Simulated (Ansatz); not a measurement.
# H4SeSn: ladder of basis sets

How does the energy of H4SeSn converge with the basis? Wanted for H4SeSn: a ladder of basis sets.

All numbers are computed with Ansatz 0.2.0 through its Python package. The levels of theory stand in the script.

### Step 1. The system

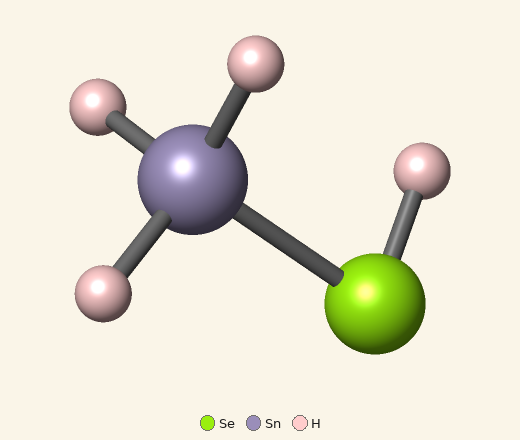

The structure that the script starts from, seen from a chosen angle (selenium green, tin purple, hydrogen pink).

The script holds or builds the structure itself.

### Step 2. The script

Contents of h4sesn.py:

```python
import ansatz


def main() -> None:
    system = (
        ansatz.Crystal.molecule()
        .atom('Se', [1.711, 1.0497, 0.1635])
        .atom('Sn', [-0.2668, -0.5661, -0.0776])
        .atom('H', [0.6327, 2.2567, 0.2771])
        .atom('H', [0.4527, -2.1691, -0.2809])
        .atom('H', [-1.2301, -0.1482, -1.4901])
        .atom('H', [-1.2573, -0.487, 1.3618])
    )

    setup = system.calculation().functional('pbe0')

    energies = {}
    for basis in ['def2-SVP', 'def2-SVPD', 'def2-TZVP', 'def2-TZVPP']:
        rep = setup.basis(gaussian=basis).run(threads=1, pin='off').report
        size = rep['n_frozen'] + rep['n_occupied'][0] + rep['n_virtual'][0]
        energies[basis] = (rep['reference_energy_ev'] / 27.211386246, rep['free_energy_ev'] / 27.211386246)
        print(f'{basis:14s} {size:4d} orbitals  reference {energies[basis][0]:14.6f} Ha  total {energies[basis][1]:14.6f} Ha')

    last = energies['def2-TZVPP'][1]
    for basis, (_, total) in energies.items():
        print(f'{basis:14s} lies {27.211386 * (total - last):9.4f} eV above def2-TZVPP')


if __name__ == '__main__':
    main()
```

### Step 3. The run

Command:

```console
$ python h4sesn.py
```

What it wrote:

```text
def2-SVP         78 orbitals  reference   -2617.664287 Ha  total   -2617.664287 Ha
def2-SVPD       105 orbitals  reference   -2617.668491 Ha  total   -2617.668491 Ha
def2-TZVP       122 orbitals  reference   -2617.968818 Ha  total   -2617.968818 Ha
def2-TZVPP      154 orbitals  reference   -2617.969821 Ha  total   -2617.969821 Ha
def2-SVP       lies    8.3140 eV above def2-TZVPP
def2-SVPD      lies    8.1996 eV above def2-TZVPP
def2-TZVP      lies    0.0273 eV above def2-TZVPP
def2-TZVPP     lies    0.0000 eV above def2-TZVPP
```

Wall time 16 s (1 thread of Arm Neoverse V1, shared host); peak memory 0.37 GiB.

### Step 4. Run by run

From the records of these 4 runs:

| run | basis | energy (eV) | SCF cycles | CPU time (s) |
| --- | --- | --- | --- | --- |
| 1 | def2-SVP | -71230.2740 | 15 | 2.5 |
| 2 | def2-SVPD | -71230.3884 | 15 | 4.4 |
| 3 | def2-TZVP | -71238.5607 | 16 | 3.8 |
| 4 | def2-TZVPP | -71238.5880 | 16 | 5.1 |

### Step 5. Results

| quantity | value |
| --- | --- |
| runs compared | 4 |
| change of the total from set to set | -0.114, -8.172, -0.027 eV |

In words: Against def2-SVP: def2-SVPD -4.2 mHa, def2-TZVP -304.5 mHa and def2-TZVPP -305.5 mHa. The last step alone is -1.00 mHa (these two sets differ little on atoms other than hydrogen). From the first set to the last the time grows from 2.5 to 5.1 s. What to keep in mind:
- The geometry is a force-field or estimated start, not a minimum of this method, and the last set is no limit. Much of the fall in a total is atomic energy, which cancels in bond and reaction energies.
- def2 sets replace the cores of elements past krypton by effective core potentials.
